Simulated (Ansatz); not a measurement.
System: EuAl₄Si₂Rh₂ (slab).

Input

```
crystal:
  lattice:
    - [4.1994409099, 0.0, 0.0]
    - [0.0, 4.1994409099, 0.0]
    - [0.0, 0.0, 23.3023882536]
  atoms:
    - { symbol: Rh, position: [0.0, 0.0, 0.3218554218] }
    - { symbol: Al, position: [0.0, 0.5, 0.3817567379] }
    - { symbol: Al, position: [0.5, 0.0, 0.3817567379] }
    - { symbol: Si, position: [0.5, 0.5, 0.4490816817] }
    - { symbol: Eu, position: [0.0, 0.0, 0.5], spin: 7.57 }
    - { symbol: Si, position: [0.5, 0.5, 0.5509183183] }
    - { symbol: Al, position: [0.0, 0.5, 0.6182432621] }
    - { symbol: Al, position: [0.5, 0.0, 0.6182432621] }
    - { symbol: Rh, position: [0.0, 0.0, 0.6781445782] }
basis:
  ecutwfc: 420
kpoints:
  mp_grid: { grid: [6, 6, 1] }
hamiltonian:
  xc: pbe
  hubbard: { sites: [{ species: Eu, l: f, u_eff: 6.0 }] }
scf:
  occupations: { method: gaussian, width: 0.1 }
  lower_state_search: "off"
output:
  forces: true
  eigenvalues: true
  hubbard: { sites: [{ species: Eu, l: f }] }
  populations: true
  write_density: true
  write_potential: true
  elf: true
  volumetric_format: npy
magnetization:
  spin_polarized: true
efield:
  axis: 3
  dipole_correction: true
  ramp_width: 0.04
```

Launched as:

```sh
ansatz run input.yaml --threads 2 --pin off --max-ram 5632MiB --backend cpu --events-out ev --progress --plain --runs-dir out
```

Not relaxed (largest force 1.7 eV/Å); Hubbard U of 6 eV on Eu f only; spin-polarised.

All numbers below come from DFT PBE+U, scalar-relativistic, plane waves, PAW (Ansatz).

Question: What will maps of the valence pseudo-density, electron localisation function and spin density show?

Answer: Al–Rh (2.52 Å): the density is about 0.42 e/Å³ at the midpoint; the ELF is about 0.45 at the midpoint.
The spin density sits on Eu: +6.9 μB in one cell of 9 atoms: a single local moment. The cell of the calculation (9 atoms) carries 7.2 μB of net spin moment.

Question: Does the calculation give a band gap?

Answer: It is gapless in this calculation (a metal or semimetal).

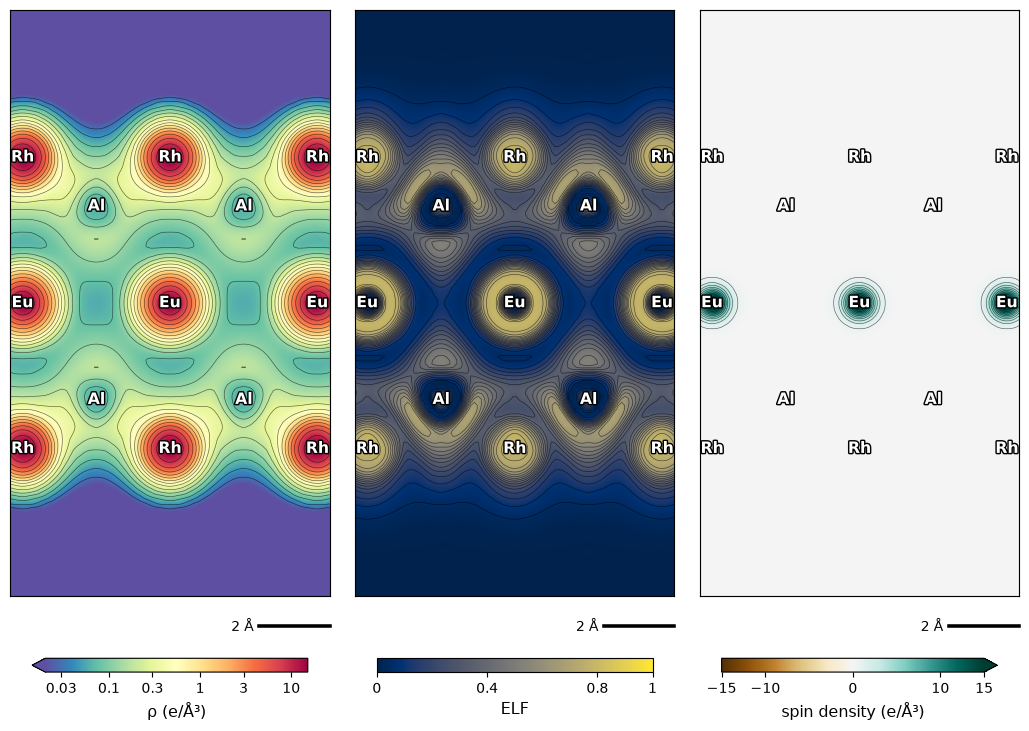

Computed valence pseudo-density, electron localisation function and spin density on the (010) plane of the calculation cell, a cut from vacuum to vacuum, in this order. 

In a PAW calculation such maps are meaningful between the atoms, not at the nuclei.
